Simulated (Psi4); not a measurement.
**One shape, several levels: BH5S (SMILES [BH3-][SH2+])**

We compute a comparison of 6 runs (HF/def2-SVP, B3LYP/6-31G*, PBE/6-31G*, OMP3/cc-pVDZ, MP2.5/pcSseg-1) of BH5S. 

The results are computed with Psi4 1.11.

7 further runs of the same task are left out: 3 that didn't finish, 4 set aside as unsound or not needed.

## (1) The molecule

BH5S: 7 atoms, total charge 0, spin state singlet. SMILES: `[BH3-][SH2+]`. Geometry: relaxed at PBE0-D4/def2-TZVP.

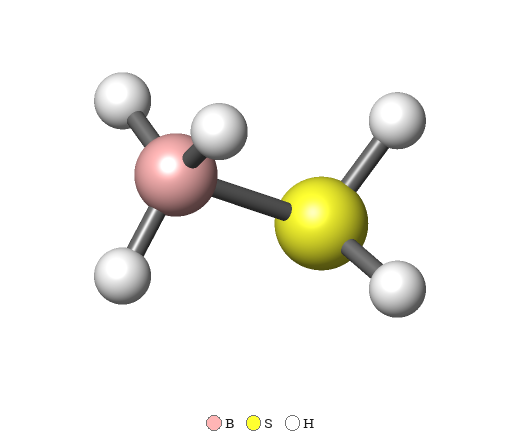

Viewed from a chosen angle; boron pink, sulfur yellow, hydrogen white.

## (2) The energy at HF/def2-SVP (run 1)

bh5s_ase.py

```python
import numpy as np
from ase.calculators.psi4 import Psi4
from ase import Atoms

atoms = Atoms(['B', 'S', 'H', 'H', 'H', 'H', 'H'], positions=[
    [-0.525600, -0.461500, -0.504300],
    [0.568600, 0.977600, 0.290900],
    [-1.623200, 0.036400, -0.431500],
    [-0.344400, -1.447600, 0.159700],
    [-0.075400, -0.482100, -1.624500],
    [0.286000, 0.903800, 1.604900],
    [1.775400, 0.405500, 0.458900],
])
calc = Psi4(atoms=atoms, method='hf', basis='def2-SVP', memory='1600MB', num_threads=1, charge=0, multiplicity=1, label='bh5s')
calc.psi4.set_options({'puream': True, 'e_convergence': 1e-09, 'd_convergence': 1e-08, 'scf_type': 'pk'})
atoms.calc = calc

print(f'energy: {atoms.get_potential_energy():.6f} eV')
```

On the command line:

```
$ python bh5s_ase.py
```

bh5s.dat:

```text
[...]
  Running in c1 symmetry.
[...]
  Nuclear repulsion =   54.745215361580158
[...]
  Multiplicity = 1
[...]
  Nalpha       = 13
  Nbeta        = 13
[...]
    Number of basis functions: 57
[...]
   @RHF iter   1:  -424.86323278420207   -3.30402e-01   4.99781e-03 ADIIS/DIIS
[...]
   @RHF iter  10:  -424.94001358669368   -7.16227e-12   7.82822e-09 DIIS
[...]
    Orbital Energies [Eh]
    ---------------------
    Doubly Occupied:
       1A    -92.001205     2A     -9.035666     3A     -7.553292
       4A     -6.723171     5A     -6.722420     6A     -6.720557
       7A     -1.054274     8A     -0.699286     9A     -0.645482
      10A     -0.554908    11A     -0.456395    12A     -0.438699
      13A     -0.427267
[...]
  @RHF Final Energy:  -424.94001358669368
   => Energetics <=
    Nuclear Repulsion Energy =             54.7452153615801578
    One-Electron Energy =                -693.3052122572986491
    Two-Electron Energy =                 213.6199833090248319
    Total Energy =                       -424.9400135866936807
[...]
 Multipole Moments:
 ------------------------------------------------------------------------------------
     Multipole            Electronic (a.u.)      Nuclear  (a.u.)        Total (a.u.)
 ------------------------------------------------------------------------------------
 L = 1.  Multiply by 2.5417464519 to convert [e a0] to [Debye]
 Dipole X            :          1.5198993           -0.4383346            1.0815647
 Dipole Y            :          2.8983982           -2.0850382            0.8133599
 Dipole Z            :          0.7119989            0.3388852            1.0508841
 Magnitude           :                                                    1.7133867
[...]
```

Standard output:

```text
energy: -11563.206747 eV
```

It took 2.3 s on 1 thread of Intel Xeon 6975P-C (Granite Rapids), shared host; peak memory 0.22 GiB.

## (3) A single-point energy at B3LYP/6-31G(d) (spherical functions) (run 2)

job.in

```
memory 1600 MB

molecule molecule1 {
  0 1
  B
  S 1 R2
  H 1 R3 2 A3
  H 1 R4 3 A4 2 D4
  H 1 R5 4 A5 3 D5
  H 2 R6 1 A6 4 D6
  H 2 R7 6 A7 1 D7

  R2 = 1.975
  R3 = 1.207448
  A3 = 100.3045
  R4 = 1.202548
  A4 = 116.21989
  D4 = 114.83691
  R5 = 1.207457
  A5 = 116.23717
  D5 = -137.91814
  R6 = 1.34607
  A6 = 103.69633
  D6 = -48.03571
  R7 = 1.346064
  A7 = 92.46945
  D7 = -104.77045
  symmetry c1
  no_reorient
  no_com
}

set {
  basis 6-31G*
  reference rks
  puream true
  e_convergence 1e-09
  d_convergence 1e-08
  scf_type pk
  dft_radial_points 99
  dft_spherical_points 590
}

energy_value, wavefunction = energy('b3lyp', return_wfn=True)
oeprop(wavefunction, 'QUADRUPOLE', 'MULLIKEN_CHARGES', 'DIPOLE', title='B3LYP')
```

On the command line:

```
$ psi4 -n 1 job.in job.out
```

job.out:

```text
[...]
  Running in c1 symmetry.
[...]
  Nuclear repulsion =   54.745219851448610
[...]
  Multiplicity = 1
[...]
  Nalpha       = 13
  Nbeta        = 13
[...]
    Number of basis functions: 42
[...]
   @RKS iter   1:  -425.87914165914901   -1.88098e-01   1.00201e-02 DIIS/ADIIS
[...]
   @RKS iter  10:  -426.01324314733193   -2.84217e-13   4.11741e-09 DIIS
[...]
  @RKS Final Energy:  -426.01324314733193
   => Energetics <=
    Nuclear Repulsion Energy =             54.7452198514486099
    One-Electron Energy =                -693.9369671247217184
    Two-Electron Energy =                 238.6821607887837331
    DFT Exchange-Correlation Energy =     -25.5036566628425554
    Empirical Dispersion Energy =           0.0000000000000000
    VV10 Nonlocal Energy =                  0.0000000000000000
    Total Energy =                       -426.0132431473319343
[...]
 Multipole Moments:
 ------------------------------------------------------------------------------------
     Multipole            Electronic (a.u.)      Nuclear  (a.u.)        Total (a.u.)
 ------------------------------------------------------------------------------------
 L = 1.  Multiply by 2.5417464519 to convert [e a0] to [Debye]
 Dipole X            :          0.7289291           -1.2076628           -0.4787337
 Dipole Y            :          0.4485418           -0.7436874           -0.2951456
 Dipole Z            :          3.1063056           -1.6256823            1.4806233
 Magnitude           :                                                    1.5838378
 L = 2.  Multiply by 1.3450342976 to convert [e a0^2] to [Debye ang]
 Quadrupole XX       :        -29.5779783           13.0519582          -16.5260201
 Quadrupole XY       :          0.1242904           -0.6154317           -0.4911413
[...]
```

Wall time 7.8 s (1 thread of Intel Xeon 6975P-C (Granite Rapids), shared host); peak memory 0.68 GiB.

Run 3 isn't shown in full; the table further down has it.

## (4) The energy at OMP3/cc-pVDZ (density fitting, density fitting for correlation) (run 4)

calc.inp

```
memory 1600 MB

molecule {
  0 1
  B     -0.99324005    -0.87210861    -0.95298888
  S      1.07449827     1.84739626     0.54972133
  H     -3.06740345     0.06878603    -0.81541682
  H     -0.65082168    -2.73556754     0.30178926
  H     -0.14248535    -0.91103696    -3.06986009
  H      0.54046167     1.70793447     3.03282146
  H      3.35501976     0.76628394     0.86719532
  units bohr
}

set scf_type df
set freeze_core true
set mp_type df
set basis_guess STO-3G

E, wfn = energy('omp3/cc-pVDZ', return_wfn=True)
print_variables()
```

On the command line:

```
$ psi4 -i calc.inp -o calc.out -n 1
```

calc.out:

```text
[...]
  Running in c1 symmetry.
[...]
  Nuclear repulsion =   54.745215378025932
[...]
  Multiplicity = 1
[...]
  Nalpha       = 13
  Nbeta        = 13
[...]
    Number of basis functions: 19
[...]
   @DF-RHF iter   1:  -420.39393114135123   -1.83020e+00   7.46553e-03 ADIIS/DIIS
[...]
   @DF-RHF iter  10:  -425.08543886462525   -2.50111e-12   4.08611e-09 DIIS
[...]
  @DF-RHF Final Energy:  -425.08543886462525
   => Energetics <=
    Nuclear Repulsion Energy =             54.7452153780259323
    One-Electron Energy =                -693.5777999674141938
    Two-Electron Energy =                 213.7471457247630156
    Total Energy =                       -425.0854388646252460
[...]
 Multipole Moments:
 ------------------------------------------------------------------------------------
     Multipole            Electronic (a.u.)      Nuclear  (a.u.)        Total (a.u.)
 ------------------------------------------------------------------------------------
 L = 1.  Multiply by 2.5417464519 to convert [e a0] to [Debye]
 Dipole X            :          1.4772916           -0.4383346            1.0389570
 Dipole Y            :          2.8619734           -2.0850382            0.7769351
 Dipole Z            :          0.6725246            0.3388852            1.0114098
 Magnitude           :                                                    1.6449953
[...]
	Warning: cc_lambda option is changed to TRUE
	For this residual convergence, default PCG convergence is:     1.00e-07
[...]
	DF-MP2 Total Energy (a.u.)         :  -425.34402242923636
[...]
	DF-MP3 Total Energy (a.u.)         :  -425.38144868246991
[...]
	successfully set the error vectors...
	successfully set the guess vectors...
[...]
	DF-MP3 Total Energy (a.u.)         :  -425.38332473460787
[...]
	DF-OMP3 Total Energy (a.u.)        :  -425.38332473460787
[...]
```

Wall time 37 s (1 thread of Intel Xeon 6975P-C (Granite Rapids), shared host); peak memory 0.24 GiB.

Run 5 isn't shown in full; the table further down has it.

## (5) A single-point energy at MP2.5/pcSseg-1 (fitted SCF) (run 6)

job.json

```json
{
  "schema_name": "qcschema_input",
  "schema_version": 1,
  "molecule": {
    "schema_name": "qcschema_molecule",
    "schema_version": 2,
    "symbols": ["B", "S", "H", "H", "H", "H", "H"],
    "geometry": [-0.99324005, -0.87210861, -0.95298888, 1.07449827, 1.84739626, 0.54972133, -3.06740345, 0.06878603, -0.81541682, -0.65082168, -2.73556754, 0.30178926, -0.14248535, -0.91103696, -3.06986009, 0.54046167, 1.70793447, 3.03282146, 3.35501976, 0.76628394, 0.86719532],
    "molecular_charge": 0,
    "molecular_multiplicity": 1
  },
  "driver": "energy",
  "model": {
    "method": "mp2.5",
    "basis": "pcSseg-1"
  },
  "keywords": {
    "scf_type": "df",
    "freeze_core": true,
    "mp_type": "conv"
  }
}
```

On the command line:

```
$ psi4 --qcschema job.json -n 1 --memory 1600MB
```

stdout:

```text
[...]
  Running in c1 symmetry.
[...]
  Nuclear repulsion =   54.745215378025932
[...]
  Multiplicity = 1
[...]
  Nalpha       = 13
  Nbeta        = 13
[...]
    Number of basis functions: 66
[...]
   @DF-RHF iter   1:  -424.96666710282597   -3.18239e-01   4.97255e-03 ADIIS/DIIS
[...]
   @DF-RHF iter  10:  -425.04965468940998   -1.07434e-11   9.08900e-09 DIIS
[...]
  @DF-RHF Final Energy:  -425.04965468940998
   => Energetics <=
    Nuclear Repulsion Energy =             54.7452153780259323
    One-Electron Energy =                -693.3874392969638620
    Two-Electron Energy =                 213.5925692295279248
    Total Energy =                       -425.0496546894099765
[...]
 Multipole Moments:
 ------------------------------------------------------------------------------------
     Multipole            Electronic (a.u.)      Nuclear  (a.u.)        Total (a.u.)
 ------------------------------------------------------------------------------------
 L = 1.  Multiply by 2.5417464519 to convert [e a0] to [Debye]
 Dipole X            :          1.5177219           -0.4383346            1.0793873
 Dipole Y            :          2.8654987           -2.0850382            0.7804605
 Dipole Z            :          0.7234402            0.3388852            1.0623254
 Magnitude           :                                                    1.7037402
[...]
	SCS-MP2 Total Energy (a.u.)        :  -425.31504662371600
	SOS-MP2 Total Energy (a.u.)        :  -425.31941896872729
	SCSN-MP2 Total Energy (a.u.)       :  -425.13613450734965
[...]
	SOS-PI-MP2 Total Energy (a.u.)     :  -425.34017006713634
[...]
	MP2 Total Energy (a.u.)            :  -425.30630193369325
[...]
```

The result, in JSON:

```text
{
 "driver": "energy",
 "model": {
  "method": "mp2.5",
  "basis": "pcSseg-1"
 },
 "success": true,
 "return_result": -425.32317048711616,
 "properties": {
  "calcinfo_nbasis": 66,
  "calcinfo_nmo": 66,
  "calcinfo_nalpha": 13,
  "calcinfo_nbeta": 13,
  "calcinfo_natom": 7,
  "nuclear_repulsion_energy": 54.74521537802593,
  "return_energy": -425.32317048711616,
  "scf_one_electron_energy": -693.3874392969639,
  "scf_two_electron_energy": 213.59256922952792,
  "scf_dipole_moment": [1.0793873124485234, 0.7804604998032962, 1.0623253776057282],
  "scf_total_energy": -425.04965468941,
  "scf_iterations": 10,
  "mp2_same_spin_correlation_energy": -0.04913626019302248,
  "mp2_opposite_spin_correlation_energy": -0.2075109840902633,
  "mp2_singles_energy": 0.0,
  "mp2_doubles_energy": -0.2566472442832858,
  "mp2_correlation_energy": -0.2566472442832719,
  "mp2_total_energy": -425.30630193369325
 }
}
```

It took 3.3 s on 1 thread of Intel Xeon 6975P-C (Granite Rapids), shared host; peak memory 0.32 GiB.

## (6) Overview of the runs

```csv
run,level,integration grid,task,energy (Eh),HOMO energy (eV),LUMO energy (eV),HOMO–LUMO gap (eV),wall time
1,HF/def2-SVP,–,energy,-424.940014,-11.63,3.52,15.15,2.3 s
2,B3LYP/6-31G* (spherical functions),99 radial × 590 angular,energy,-426.013243,-7.94,-0.38,7.57,7.8 s
3,PBE/6-31G* (spherical functions),99 radial × 590 angular,gradient,-425.755489,-6.76,-1.12,5.64,11 s
4,"OMP3/cc-pVDZ (density fitting, density fitting for correlation)",–,energy,-425.383325,-11.59,3.41,15.00,37 s
5,"MP2.5/pcSseg-1 (ZORA, fitted SCF)",–,energy,-426.970782,-11.68,2.85,14.54,12 s
6,MP2.5/pcSseg-1 (fitted SCF),–,energy,-425.323170,-11.68,2.86,14.55,3.3 s
```

## (7) Summary of results

```
                                          quantity          value
                               run 6: total energy  -425.32317 Eh
        run 6: HOMO energy (Hartree–Fock orbitals)      -11.68 eV
        run 6: LUMO energy (Hartree–Fock orbitals)        2.86 eV
      run 6: HOMO–LUMO gap (Hartree–Fock orbitals)       14.55 eV
run 6: correlation energy (6 core orbitals frozen)     -273.5 mEh
```

**Reading.** Over runs 1, 2, 3 the dipole moment (its size) runs from 3.99 D (PBE/6-31G*) to 4.35 D (HF/def2-SVP). The two ends differ in method and basis. Over runs 1, 2, 3 the HOMO–LUMO gap runs from 5.64 eV (PBE/6-31G*) to 15.15 eV (HF/def2-SVP). Totals of different functionals can't be ranked against each other. Some runs of one species differ in core potentials or relativity; totals across that change don't compare. All runs together took 73 s, the longest 37 s.
